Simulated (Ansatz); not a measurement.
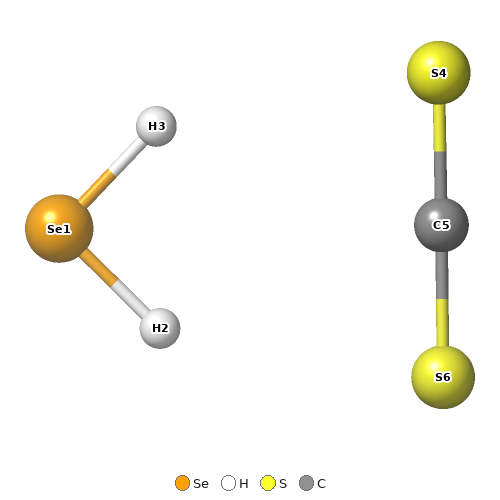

The system is the pair H₂Se···CS₂; the picture shows the reference structure. 
- The turn is about an axis along (−0.46, −0.89, −0.00) in the frame of the relaxed pair, normal to the line between the partners.
- First axis: distance S6···Se1. Second axis: turn of Se1, H2, H3 about S6.
- Grid: 11 × 11 points. At 28 points there is no value (left out of the scan, as a rule where atoms come close).
- Points are written as (first, second).
- Energies: eV, counted from the two partners far apart, frozen as in the relaxed pair, each in its own basis (no counterpoise correction).
- Energies and slopes of some neighbouring points disagree (a jump in structure or state, or too coarse a mesh). The restricted reference is unstable at some or all points, so the energies there are unreliable.
- All numbers below come from Ansatz 0.2.0, RHF-MP2, frozen core/def2-SVPD.

Its coordinates:

```tsv
atom	x (Å)	y (Å)	z (Å)
Se	-0.2739	0.1476	-2.2930
H	-1.0669	0.5572	-1.1377
H	0.7662	-0.3915	-1.4219
S	1.5683	-0.8263	1.4054
C	0.1921	-0.1045	1.6215
S	-1.1858	0.6175	1.8257
```

Range: distance S6···Se1 from 3.565 to 5.565 Å; turn of Se1, H2, H3 about S6 from −90 to 90°.

**What will the energy surface look like?**

The lowest grid point is at (4.323 Å, 0°), −0.14 eV from the two partners far apart, frozen as in the relaxed pair, each in its own basis (no counterpoise correction). Other grid points that lie below all their neighbours: (5.291 Å, 18°) (0.044 eV higher). The highest grid point, (4.544 Å, 54°), lies 18.27 eV above the lowest.

| turn of Se1, H2, H3 about S6 ↓, distance S6···Se1 → | 3.565 | 3.645 | 3.776 | 3.936 | 4.120 | 4.323 | 4.544 | 4.779 | 5.029 | 5.291 | 5.565 |
| --- | --- | --- | --- | --- | --- | --- | --- | --- | --- | --- | --- |
| 90 | – | – | – | – | – | – | – | – | 9.77 | 4.32 | 1.91 |
| 72 | – | – | – | – | – | – | – | – | – | – | 5.91 |
| 54 | – | – | – | – | – | – | 18.13 | 12.97 | 7.39 | 3.87 | 1.84 |
| 36 | – | – | – | – | 12.44 | 6.84 | 3.87 | 2.14 | 1.08 | 0.46 | 0.13 |
| 18 | 2.61 | 2.11 | 1.47 | 0.92 | 0.51 | 0.22 | 0.04 | −0.05 | −0.09 | −0.10 | −0.09 |
| 0 | 0.14 | 0.06 | −0.04 | −0.11 | −0.14 | −0.14 | −0.13 | −0.11 | −0.09 | −0.07 | −0.05 |
| −18 | 0.00 | −0.04 | −0.08 | −0.11 | −0.11 | −0.10 | −0.09 | −0.07 | −0.06 | −0.04 | −0.03 |
| −36 | 0.04 | 0.00 | −0.05 | −0.07 | −0.08 | −0.08 | −0.07 | −0.06 | −0.05 | −0.04 | −0.03 |
| −54 | 0.06 | 0.02 | −0.03 | −0.05 | −0.07 | −0.07 | −0.06 | −0.05 | −0.04 | −0.03 | −0.02 |
| −72 | 0.06 | 0.02 | −0.02 | −0.05 | −0.06 | −0.06 | −0.06 | −0.05 | −0.04 | −0.03 | −0.02 |
| −90 | 0.05 | 0.01 | −0.03 | −0.05 | −0.06 | −0.06 | −0.06 | −0.05 | −0.04 | −0.03 | −0.02 |

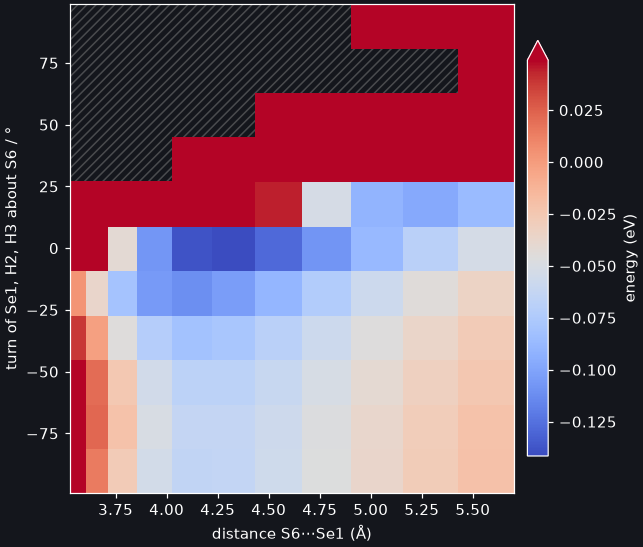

Drawn: one coloured cell a grid point, one colour for all values above the top of the scale, hatched blanks where no value was computed.

Each point was launched as `ansatz run input.yaml --threads 1 --pin off --max-ram 2560MiB --backend cpu --events-out ev --progress --plain --runs-dir out`. Time for the 93 points that were run: 23 min on 1 thread of Arm Neoverse V2 (shared host).
